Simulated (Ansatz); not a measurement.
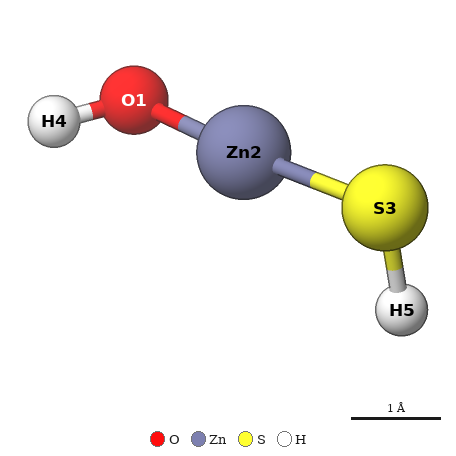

Atoms carry their numbers in the input. The computed structure is the end point of a PBE0-D4/def2-TZVP optimisation.

Give the bond lengths.

| bond | length (Å) |
| --- | --- |
| O1–Zn2 | 1.773 |
| O1–H4 | 0.959 |
| Zn2–S3 | 2.149 |
| S3–H5 | 1.345 |
